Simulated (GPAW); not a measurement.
**Convergence calculation of InCl₃**

InCl₃, SMILES [Cl][In]([Cl])[Cl], computed with vdW-DF2/dzp, scalar-relativistic datasets (GPAW 26.7.0).

The geometry comes from this level: GFN2-xTB.

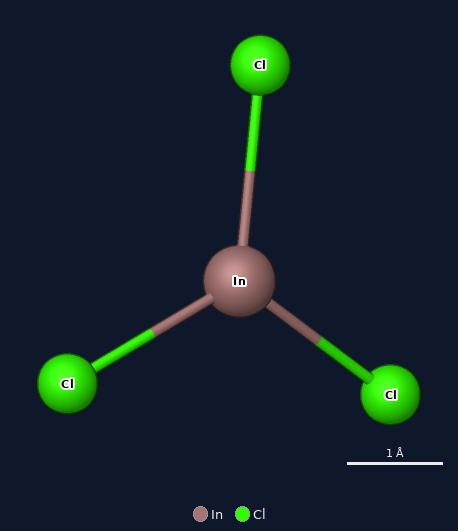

Figure 1. The input geometry (ball-and-stick view, seen at an oblique angle). Sticks mark near contacts. Bond lengths as drawn: Cl–In 2.30 Å.

### The input (conv.py)
```python
import numpy as np
from ase import Atoms
from ase.units import Bohr, Debye
from gpaw import GPAW

# Atomic positions
positions_bohr = np.array(
              [[ -0.000094,  -0.000038,  -0.000113],
               [  4.338849,  -0.051193,   0.024037],
               [ -2.124940,   3.783137,  -0.032182],
               [ -2.213814,  -3.731907,   0.008258]])
system = Atoms('InClClCl', positions=positions_bohr * Bohr)
system.center(vacuum=5.0)

energies, dipoles, levels = [], [], []
for width in [0.01, 0.1, 0.3, 0.5, 1.0]:
    dft = GPAW(mode='lcao',
               basis='dzp',
               h=0.18,
               xc={'name': 'vdW-DF2', 'backend': 'libvdwxc'},
               maxiter=120,
               txt=None,
               occupations={'name': 'fermi-dirac', 'width': width})
    system.calc = dft
    energies.append(system.get_potential_energy())
    dipoles.append(np.linalg.norm(system.get_dipole_moment()) / Debye)
    levels.append(dft.get_homo_lumo())
    print(f'width = {width}: E = {energies[-1]:.4f} eV, dipole = {dipoles[-1]:.3f} D, HOMO = {levels[-1][0]:.3f} eV, {dft.get_number_of_iterations()} iterations')
```

Run on 1 thread of Arm Neoverse V1, 24 GiB of memory available, shared host.

Launched with:
```bash
python3 conv.py
```

### Output
```
width = 0.01: E = -209.5718 eV, dipole = 0.002 D, HOMO = -7.791 eV, 8 iterations
width = 0.1: E = -209.5718 eV, dipole = 0.002 D, HOMO = -7.791 eV, 8 iterations
width = 0.3: E = -209.5640 eV, dipole = 0.002 D, HOMO = -7.793 eV, 8 iterations
width = 0.5: E = -209.4517 eV, dipole = 0.002 D, HOMO = -7.812 eV, 8 iterations
width = 1.0: E = -208.8311 eV, dipole = 0.001 D, HOMO = -7.992 eV, 8 iterations
```

### Results in brief

- outcome: converged
- wall time: 3.3 min
- peak memory: 1.8 GiB
